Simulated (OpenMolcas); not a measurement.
# Ru⁵⁺ among point charges: CASSCF and CASPT2 levels and susceptibility

Aim: the splitting of the states of Ru⁵⁺ in the field of 6 point charges, its lowest levels with spin-orbit coupling and its magnetic susceptibility.

Program: OpenMolcas 26.06. Level of theory: state-averaged CASSCF and CASPT2, spin-orbit coupling by RASSI with atomic mean-field integrals. These are calculated values, not measurements, unless marked.

### 1 Starting point

* Species: Ru⁵⁺ (ruthenium, Z = 44, 39 electrons)
* Basis: ANO-RCC-VTZP [7s6p4d2f1g], 68 functions
* Scalar Hamiltonian: DKH2, point nucleus
* Inactive shells: 1s 2s 2p 3s 3p 3d 4s 4p
* Active space: 3 electrons in 5 orbitals (4d)
* Some configurations of this space: 4d3
* Orbitals: optimised for each spin and parity, averaged over all roots

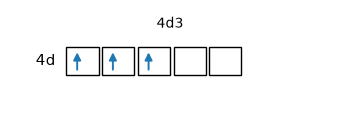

Occupation of the outer shells (arrows by Hund's rule).

The ion sits among 6 point charges of -1.7 e arranged as a tetragonal octahedron (D4h), 1.92 Å from the ion, with the axial distance 2.285 Å.

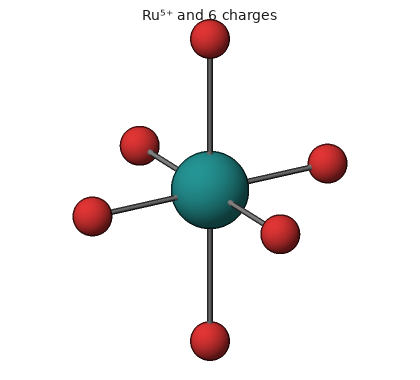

The ion and the point charges (red).

Each step is its own input file, run in one work folder so that later steps find the files of earlier ones. Labels, J, g values, rates, χT and fits are worked out afterwards by a script from the matrices that RASSI stores. The input lists half of the charges; inversion (Group=XYZ) makes the rest.

### 2 Basis and integrals

Contents of a.inp:

```
&GATEWAY
Coord
1

Ru 0.0 0.0 0.0
Basis=ANO-RCC-VTZP
Group=XYZ
NoMove
AngMom=0.0 0.0 0.0
AMFI
XField
3 Angstrom 0
1.920000 0.000000 0.000000 -1.700000
0.000000 1.920000 0.000000 -1.700000
0.000000 0.000000 2.284800 -1.700000
&SEWARD
```

On the command line:

```
OMP_NUM_THREADS=1 MOLCAS_MEM=1689 MOLCAS_PROJECT=a pymolcas a.inp > a.log
```

### 3 CASSCF: quartets of even parity, 10 roots

Contents of a.inp:

```
&RASSCF
FileOrb=start.orb
Symmetry=1
Spin=4
nActEl=3 0 0
Inactive=9 9
Ras2=5 0
CIRoot=10 10 1
SDav=10
CIMx=300
Iter=120 100
PrWF=0.3
OrbListing=Nothing
MaxOrb=0
>>> COPY $Project.JobIph JOB001
```

start.orb holds the contracted functions of the basis, ordered by shell, or the orbitals of the step before.

### 4 Reference wave functions, doublets of even parity, 40 roots

Contents of a.inp:

```
&RASSCF
FileOrb=start.orb
Symmetry=1
Spin=2
nActEl=3 0 0
Inactive=9 9
Ras2=5 0
CIRoot=40 40 1
SDav=40
CIMx=300
Iter=120 100
PrWF=0.3
OrbListing=Nothing
MaxOrb=0
>>> COPY $Project.JobIph JOB002
```

### 5 RASSI: spin-orbit coupling between the states

Contents of a.inp:

```
&RASSI
NrOfJobIphs=2 10 40
1 2 3 4 5 6 7 8 9 10
1 2 3 4 5 6 7 8 9 10 11 12 13 14 15 16 17 18 19 20 21 22 23 24 25 26 27
28 29 30 31 32 33 34 35 36 37 38 39 40
IphNames
JOB001
JOB002
EJob
SpinOrbit
DIPRint=1.0
SOCoupling=1000.0
Subsets=2
Property=9
'ANGMOM' 1 'ANGMOM' 2 'ANGMOM' 3 'MLTPL  1' 1 'MLTPL  1' 2 'MLTPL  1' 3
'AMFI' 1 'AMFI' 2 'AMFI' 3
SOProperty=3
'ANGMOM' 1 'ANGMOM' 2 'ANGMOM' 3
```

### 6 CASPT2: IPEA 0.25, imaginary shift 0.1 (closed shells correlated: 4s 4p)

Contents of a.inp:

```
>>> COPY JOB001 $Project.JobIph
&CASPT2
Multistate=10 1 2 3 4 5 6 7 8 9 10
NoMult
Frozen=8 6
IPEA=0.25
Imaginary=0.1
MaxIter=60
WThr=0.0 0.3 0.05
PrWF=0.5
NoMix
>>> COPY JOB002 $Project.JobIph
&CASPT2
Multistate=40 1 2 3 4 5 6 7 8 9 10 11 12 13 14 15 16 17 18 19 20 21 22
23 24 25 26 27 28 29 30 31 32 33 34 35 36 37 38 39 40
NoMult
Frozen=8 6
IPEA=0.25
Imaginary=0.1
MaxIter=60
WThr=0.0 0.3 0.05
PrWF=0.5
NoMix
```

(Steps that only read results are left out.)

What does the calculation give? Wanted: spin-free ground state; first state of the same spin within the active space; lowest level; next level.

As calculated:

```
                                            quantity                                                                        value
                                              method  SS-CASPT2, IPEA 0.25, imaginary shift 0.1 (closed shells correlated: 4s 4p)
                              spin-free ground state                                              4B1, 1-fold in its orbital part
first state of the same spin within the active space                                                              4E at 3310 cm⁻¹
                                        lowest level                                            2-fold E3/2, g = 1.24, 2.27, 2.27
                                          next level                                                                   273.9 cm⁻¹
                                         χT at 300 K                                                               0.64 cm³ K/mol
                           effective moment at 300 K                                                                      2.27 μB
```

Cost by method:

```
                                              method  time of its own steps  time with the reference
                                           A. CASSCF                  9.2 s                    9.2 s
B. SS-CASPT2, IPEA 0.25, imaginary shift 0.1, +4s 4p                  5.5 s                     15 s
```

Times are of one thread on a shared host.

What this shows: The spin-free ground state (4B1) comes to 100 % from free-ion F terms and keeps the highest spin of the shell. χT at 300 K is 0.64, against 1.88 cm³ K/mol for the spin alone, so spin-orbit coupling lowers it. The field of point charges can differ much from that of real complexes. Point charges carry no covalency, so the field is a model and not that of real ligands.
